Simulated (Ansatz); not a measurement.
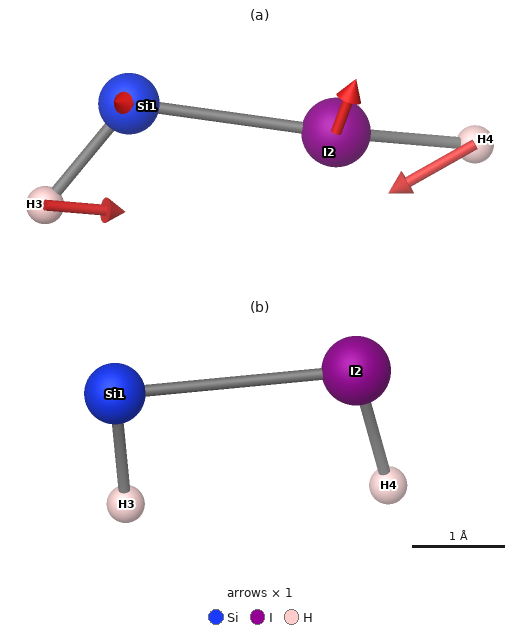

The structure of SiH$_{2}$I (charge +1) before (top) and after (bottom) a relaxation, at one scale. The red arrows give the displacements, at their true length.

A ball-and-stick model, seen at a tilt.

It is one of the separated reactants of a reaction.

The calculation used RKS PBE-D4/def2-SVP in Ansatz 0.2.0.

The input:
```yaml
crystal:
  periodic: [false, false, false]
  atoms:
    - {symbol: Si, position_ang: [-0.187317, 0.039092, -0.085344]}
    - {symbol: I, position_ang: [1.872677, -0.390846, 0.853231]}
    - {symbol: H, position_ang: [-1.351102, -0.781401, 0.293431]}
    - {symbol: H, position_ang: [3.380225, -1.139403, 1.091897]}
basis:
  gaussian: {orbitals: def2-SVP}
total_charge: 1
hamiltonian: {xc: pbe, dispersion: d4}
relax: {f_tol: 0.03, max_steps: 250}
```

Launched with:
```bash
ansatz run in.yaml --threads 2 --pin off --events-out ev --progress --plain --max-ram 4352MiB
```

Q: Describe what moved and what it gained.

A: The atom that moves furthest after the best rigid fit is H4 (1.10 Å). By element the largest moves are H 1.10 Å, I 0.66 Å, Si 0.30 Å. Among the contacts that change: Si1–I2 2.304 → 2.673 Å, Si1–H3 1.473 → 1.540 Å, I2–H4 1.700 → 1.650 Å. Bond angles that change, for instance: Si1–I2–H4 158.8° → 101.3°, I2–Si1–H3 119.8° → 86.7°. Groups turn about Si1–I2 by about 80°. Over 9 geometry steps the energy falls by 40.5 kcal/mol. The largest force component goes from 3.5 to 0.019 eV/Å. The run took 6.5 s on 2 threads of Arm Neoverse V1 (shared host).
